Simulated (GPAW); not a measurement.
# STM contrast on 2H-NbSTe monolayer

Wanted: filled- and empty-state images of 2H-NbSTe monolayer, with its work function.

Main program and level: GPAW 26.7.0; GPAW, PAW setups; layer in a repeated cell with vacuum, relaxation of atoms and in-plane cell, in the first sound run; inputs show where later runs differ.

### Step 1. The starting structure

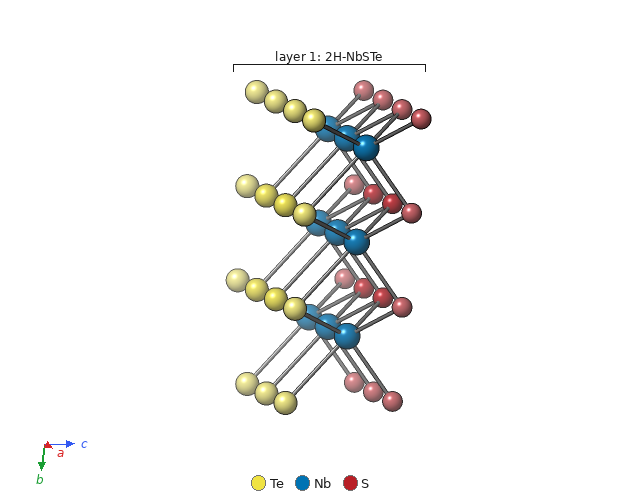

Start, viewed from the side, with the c axis across the page; tellurium yellow, niobium blue, sulfur red. 2×2×1 cells are drawn. Some periodic images of atoms are drawn too.

The cell holds 3 atoms: 1 Te, 1 Nb and 1 S. Its edges and angles: a = 3.620 Å, b = 3.620 Å, c = 19.429 Å, α = 90.0°, β = 90.0°, γ = 120.0°. Vacuum lies along c.

### Step 2. Relaxation

The atoms are relaxed first, since the surface dipole, and with it the work function, follows the positions of the outer layers.

Input file run.py:

```python
import json
import numpy as np
from ase import Atoms
from ase.filters import FrechetCellFilter
from ase.optimize import BFGS
from gpaw import GPAW, PW

slab = Atoms(
    ['Te', 'Nb', 'S'],
    positions=[
        [-0.00000, 2.09026, 8.00000],
        [0.00000, 0.00000, 9.97540],
        [-0.00000, 2.09026, 11.42899]],
    cell=[[3.62043, 0.0, 0.0], [-1.81022, 3.13539, 0.0], [0.0, 0.0, 19.429]],
    pbc=[True, True, True])

slab.calc = GPAW(mode=PW(600), xc='PBE', kpts={'size': (9, 9, 1), 'gamma': True},
                 occupations={'name': 'fermi-dirac', 'width': 0.05}, nbands='160%',
                 convergence={'density': 1e-05}, maxiter=200,
                 symmetry={'tolerance': 1e-3}, txt='slab.txt')
result = {}
# The in-plane cell is free; stress needs a cell that repeats along all three vectors
path = []
opt = BFGS(FrechetCellFilter(slab, mask=[1, 1, 0, 0, 0, 1]), maxstep=0.2)
opt.attach(lambda: path.append((slab.get_potential_energy(), slab.positions.tolist(), slab.get_forces().tolist())))
result['relaxed'] = bool(opt.run(fmax=0.02, steps=45))
result['path'] = path
result['cell'] = slab.cell.tolist()
print('in-plane lattice', slab.cell.cellpar().round(4)[[0, 1, 5]])
energy = slab.get_potential_energy()
fermi = slab.calc.get_fermi_level()
v = slab.calc.get_electrostatic_potential().mean((0, 1)) - fermi
n = slab.calc.get_pseudo_density().mean((0, 1))
L = slab.cell[2, 2]
z = np.arange(len(v)) * L / len(v)
low, high = slab.positions[:, 2].min(), slab.positions[:, 2].max()
below, above = np.interp([low - 5.8, high + 5.8], z, v)
slopes = [np.interp(x, z, np.gradient(v, z)) for x in (low - 5.8, high + 5.8)]
eps = np.array([[slab.calc.get_eigenvalues(k, s) for k in range(len(slab.calc.get_ibz_k_points()))]
                for s in range(slab.calc.get_number_of_spins())]) - fermi
top, bottom = eps[eps < 0].max(), eps[eps > 0].min()
dipole = slab.get_dipole_moment()[2]
print(f'energy {energy:.4f} eV, Fermi level {fermi:.4f} eV, dipole {dipole:.5f} e A')
print(f'potential 5.8 A off the faces, from the Fermi level: lower {below:.4f} eV, upper {above:.4f} eV')
print(f'slope of the potential there: lower {slopes[0]:.5f}, upper {slopes[1]:.5f} eV/A')
print(f'nearest levels on the mesh: {top:.4f} and {bottom:.4f} eV')
print('magnetic moment', round(slab.get_magnetic_moment(), 3))
result.update(energy=energy, fermi=fermi, dipole=dipole, below=below, above=above, slopes=slopes, edges=[top, bottom],
              z=z.tolist(), v=v.tolist(), n=n.tolist(), positions=slab.positions.tolist(),
              forces=slab.get_forces(apply_constraint=False).tolist(), moments=slab.get_magnetic_moments().tolist())
json.dump(result, open('result.json', 'w'))
```

The run is started by

```sh
$ OMP_NUM_THREADS=1 OPENBLAS_NUM_THREADS=1 python run.py
```

Log:

```text
Step          Energy          fmax
BFGS:    0      -19.789927        0.977409
BFGS:    1      -19.832250        0.796611
BFGS:    2      -19.897989        0.245777
BFGS:    3      -19.899523        0.115838
BFGS:    4      -19.900176        0.088894
BFGS:    5      -19.901352        0.076551
BFGS:    6      -19.901606        0.077076
BFGS:    7      -19.901812        0.039806
BFGS:    8      -19.901861        0.013934
in-plane lattice [  3.5246   3.5246 120.    ]
energy -19.8849 eV, Fermi level -1.1053 eV, dipole -0.05115 e A
potential 5.8 A off the faces, from the Fermi level: lower 5.1407 eV, upper 5.3377 eV
slope of the potential there: lower -0.04400, upper -0.04408 eV/A
nearest levels on the mesh: -0.0284 and 0.0268 eV
magnetic moment 0.0
```

It took 4.2 min on 1 thread of Arm Neoverse V1, shared host; peak memory 0.38 GiB.

Numbers from this step:

* dipole along the normal: -0.05115 e·Å
* levels nearest the Fermi level on the mesh: -0.02843, 0.02680 eV from the Fermi level

Electrostatic potential energy of an electron (without an applied field's), less the Fermi level, planar mean against z:

```
z (Å)  electrostatic potential energy of an electron (without an applied field's), less the Fermi level, planar mean (eV)
    0                                                                                                                5.24
    2                                                                                                                5.15
    4                                                                                                                5.06
    6                                                                                                                4.76
    8                                                                                                               -20.5
   10                                                                                                               -17.8
   12                                                                                                              -0.409
   14                                                                                                                5.47
   16                                                                                                                5.39
   18                                                                                                                5.30
```

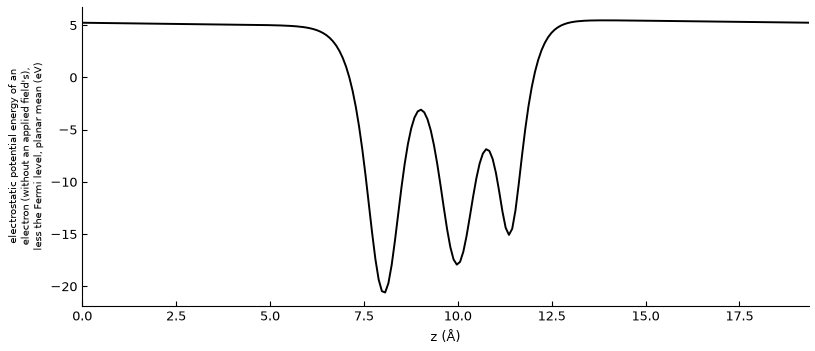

Electrostatic potential energy of an electron (without an applied field's), less the Fermi level, planar mean against z.

Table of pseudo valence density, planar mean by z:

```
z (Å)  pseudo valence density, planar mean (e/Å³)
    4                                      3.3e-5
    5                                      5.7e-4
    6                                     0.00999
    7                                       0.143
    8                                       0.110
    9                                       0.314
   10                                        1.10
   11                                       0.452
   12                                       0.252
   13                                      0.0145
   14                                      6.0e-4
   15                                      2.5e-5
```

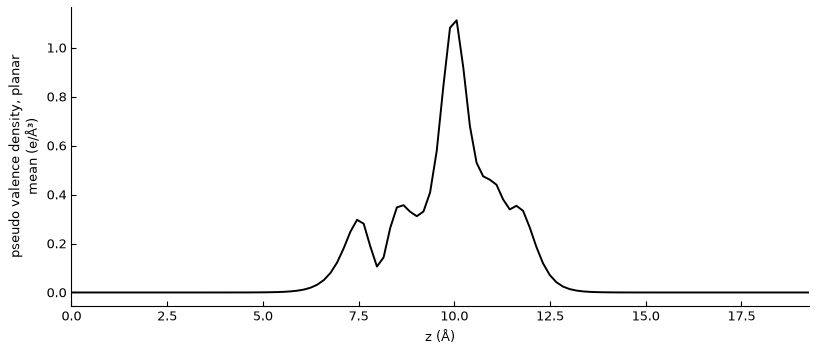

Pseudo valence density, planar mean against z.

The relaxation lowered the energy of the cell by 0.111 eV (energies extrapolated to zero smearing; the optimiser's log prints free energies). The largest force left on a free atom is 0.014 eV/Å.

### Step 3. The slab's potential

The work function is the vacuum plateau of the electrostatic potential less the Fermi level; a dipole layer lets the two faces have plateaus of their own.

This step: GPAW, PAW setups; slab in vacuum (GPAW 26.7.0).

The cell differs from the one that the last finished run ended in (c 19.429 → 19.356 Å).

Input file run.py:

```python
import json
import numpy as np
from ase import Atoms
from ase.dft.stm import STM
from gpaw import GPAW, PW

slab = Atoms(
    ['Te', 'Nb', 'S'],
    positions=[
        [-0.00000, 2.03491, 8.00000],
        [-0.00000, 0.00000, 9.95452],
        [-0.00000, 2.03491, 11.35634]],
    cell=[[3.52455, -0.0, 0.0], [-1.76228, 3.05236, 0.0], [0.0, 0.0, 19.3563]],
    pbc=[True, True, False])

slab.calc = GPAW(mode=PW(400), xc='PBE', kpts={'size': (9, 9, 1), 'gamma': True},
                 occupations={'name': 'fermi-dirac', 'width': 0.05}, nbands='160%',
                 convergence={'density': 1e-05}, maxiter=200,
                 poissonsolver={'dipolelayer': 'xy'},
                 symmetry={'tolerance': 1e-3}, txt='slab.txt')
result = {}
energy = slab.get_potential_energy()
fermi = slab.calc.get_fermi_level()
v = slab.calc.get_electrostatic_potential().mean((0, 1)) - fermi
n = slab.calc.get_pseudo_density().mean((0, 1))
L = slab.cell[2, 2]
z = np.arange(len(v)) * L / len(v)
low, high = slab.positions[:, 2].min(), slab.positions[:, 2].max()
below, above = np.interp([low - 5.8, high + 5.8], z, v)
slopes = [np.interp(x, z, np.gradient(v, z)) for x in (low - 5.8, high + 5.8)]
eps = np.array([[slab.calc.get_eigenvalues(k, s) for k in range(len(slab.calc.get_ibz_k_points()))]
                for s in range(slab.calc.get_number_of_spins())]) - fermi
top, bottom = eps[eps < 0].max(), eps[eps > 0].min()
dipole = slab.get_dipole_moment()[2]
print(f'energy {energy:.4f} eV, Fermi level {fermi:.4f} eV, dipole {dipole:.5f} e A')
print(f'potential 5.8 A off the faces, from the Fermi level: lower {below:.4f} eV, upper {above:.4f} eV')
print(f'slope of the potential there: lower {slopes[0]:.5f}, upper {slopes[1]:.5f} eV/A')
print(f'nearest levels on the mesh: {top:.4f} and {bottom:.4f} eV')
print('magnetic moment', round(slab.get_magnetic_moment(), 3))
result.update(energy=energy, fermi=fermi, dipole=dipole, below=below, above=above, slopes=slopes, edges=[top, bottom],
              z=z.tolist(), v=v.tolist(), n=n.tolist(), positions=slab.positions.tolist(),
              forces=slab.get_forces(apply_constraint=False).tolist(), moments=slab.get_magnetic_moments().tolist())

# Images need the states of the whole zone, up to time reversal
slab.calc = slab.calc.fixed_density(symmetry={'point_group': False}, txt='states.txt', nbands='220%',
                                    convergence={'bands': 'CBM+0.8'})
stm = STM(slab)
result['stm'] = []
for bias in [-0.5, 0.5]:
    height = high + 3.5
    current = stm.get_averaged_current(bias, height)
    x, y, h = stm.scan(bias, current)
    i, f = divmod(height / L * stm.ldos.shape[2], 1)
    I = abs((1 - f) * stm.ldos[:, :, int(i)] + f * stm.ldos[:, :, int(i) + 1])
    print(f'bias {bias} V: mean current at 3.5 A {current:.4e}, corrugation {np.ptp(h):.4f} A')
    result['stm'].append(dict(bias=bias, current=current, h=(h - high).tolist(), I=I.tolist()))
json.dump(result, open('result.json', 'w'))
```

Log:

```text
energy -19.8488 eV, Fermi level -1.0948 eV, dipole -0.03653 e A
potential 5.8 A off the faces, from the Fermi level: lower 4.9425 eV, upper 5.5520 eV
slope of the potential there: lower 0.00002, upper -0.00004 eV/A
nearest levels on the mesh: -0.0279 and 0.0269 eV
magnetic moment 0.0
bias -0.5 V: mean current at 3.5 A 2.5371e-06, corrugation 0.7047 A
bias 0.5 V: mean current at 3.5 A 3.8077e-06, corrugation 0.4067 A
```

Wall time 89 s (1 thread); peak memory 0.33 GiB.

This step gave:

| Quantity | Value |
| --- | --- |
| dipole along the normal | -0.03653 e·Å |
| levels nearest the Fermi level on the mesh | -0.02794, 0.02690 eV from the Fermi level |
| upper work function | 5.552 eV |
| lower work function | 4.943 eV |
| corrugation -0.5 | 0.7047 Å |
| corrugation 0.5 | 0.4067 Å |

The electrostatic potential energy of an electron (without an applied field's), less the Fermi level, planar mean by z:

```
z (Å)  electrostatic potential energy of an electron (without an applied field's), less the Fermi level, planar mean (eV)
    0                                                                                                                5.25
    1                                                                                                                4.94
    2                                                                                                                4.94
    3                                                                                                                4.94
    4                                                                                                                4.94
    5                                                                                                                4.93
    6                                                                                                                4.70
    7                                                                                                               0.953
    8                                                                                                               -20.5
    9                                                                                                               -3.16
   10                                                                                                               -17.8
   11                                                                                                               -9.48
   12                                                                                                              0.0987
   13                                                                                                                5.33
   14                                                                                                                5.54
   15                                                                                                                5.55
   16                                                                                                                5.55
   17                                                                                                                5.55
   18                                                                                                                5.55
   19                                                                                                                5.52
```

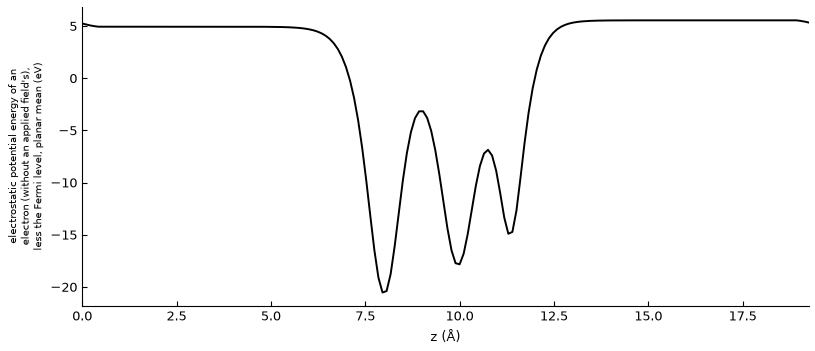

Electrostatic potential energy of an electron (without an applied field's), less the Fermi level, planar mean, plotted against z.

Pseudo valence density, planar mean against z:

```
z (Å)  pseudo valence density, planar mean (e/Å³)
    4                                      3.9e-5
    6                                      0.0108
    8                                       0.118
   10                                        1.08
   12                                       0.237
   14                                      5.2e-4
   16                                      1.2e-6
```

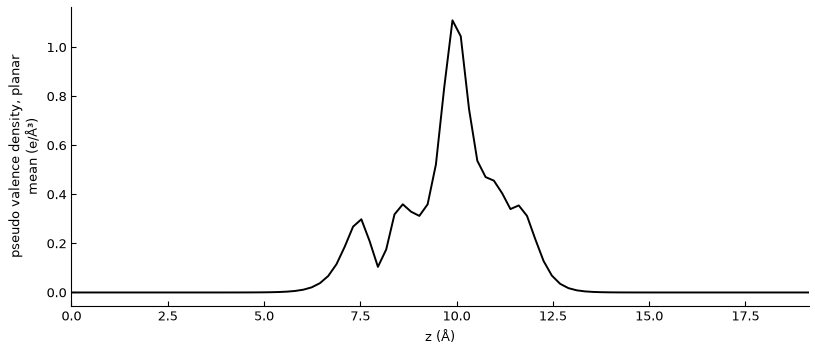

Pseudo valence density, planar mean against z.

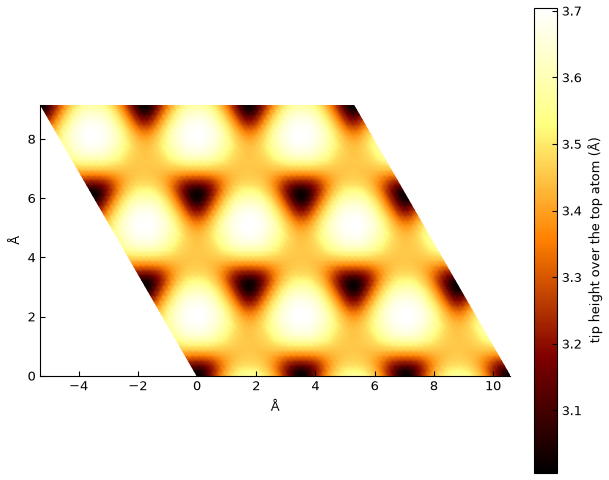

Tip height over the top atom over a1 and a2. Sample bias -0.5 V, constant current at the mean current 3.5 Å over the top atom. The cell is repeated, with its origin at the lower left corner.

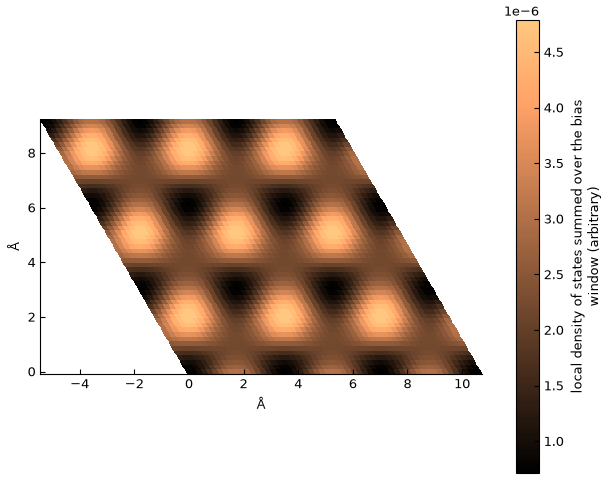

Local density of states summed over the bias window over a1 and a2. Sample bias -0.5 V, constant height 3.5 Å over the top atom. The cell is repeated, with its origin at the lower left corner.

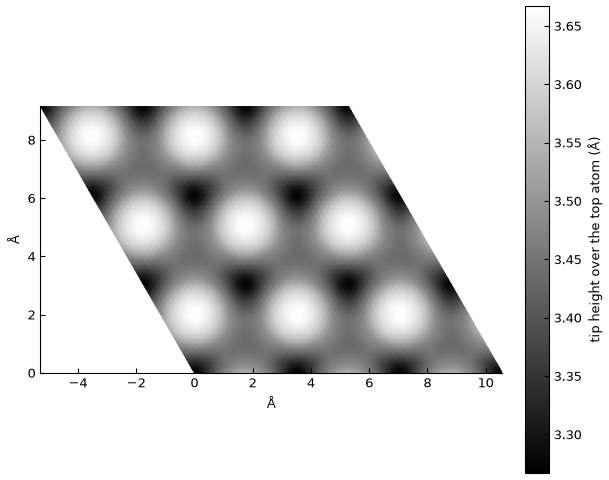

Tip height over the top atom over a1 and a2. Sample bias 0.5 V, constant current at the mean current 3.5 Å over the top atom. The cell is repeated, with its origin at the lower left corner.

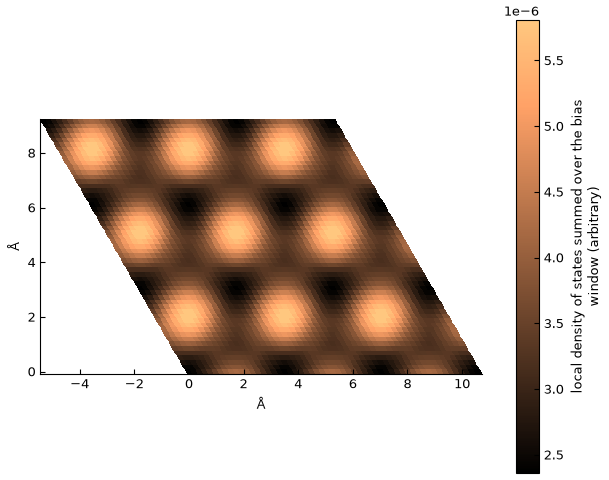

Local density of states summed over the bias window over a1 and a2. Sample bias 0.5 V, constant height 3.5 Å over the top atom. The cell is repeated, with its origin at the lower left corner.

The potential is flat to 3.8e-5 eV/Å where it is read, so the vacuum is wide enough.

### Step 4. Results

| Property | Result |
| --- | --- |
| work function, upper and lower face | 5.552 and 4.943 eV |
| dipole along the normal | -0.0365 e Å |
| corrugation at -0.5 V | 0.705 Å |
| corrugation at 0.5 V | 0.407 Å |

**Reading.** The corrugation at constant current is largest at -0.5 V, where the tip height varies by 0.70 Å over the cell. Negative sample bias images filled states, positive bias empty ones. The two faces differ by 0.61 eV, the step that the slab's dipole makes (e p/(ε0 A) gives 0.61 eV), so the dipole layer is needed. The images are of Tersoff-Hamann type: an s-wave tip, no tip-sample forces, heights closer than in a microscope. The relaxation of atoms and cell ran in a fully periodic cell without the dipole layer, so the atoms of this polar layer felt a small spurious field. The cell holds an odd number of electrons, so without spin polarisation it must come out metallic and without a moment, whatever its true state. The layer's cell and atoms come from the relaxation; spin-orbit coupling and temperature are left out.

[Logs are printed without paths, hosts, clocks, repeated set-up lines and the standing remarks that a program may print on its own settings, such as how far it seeks lower states.]

[Hosts, paths, dates, database ids (printed as entryN), source tags and the programs' standing remarks are cut or masked in the printed files.]
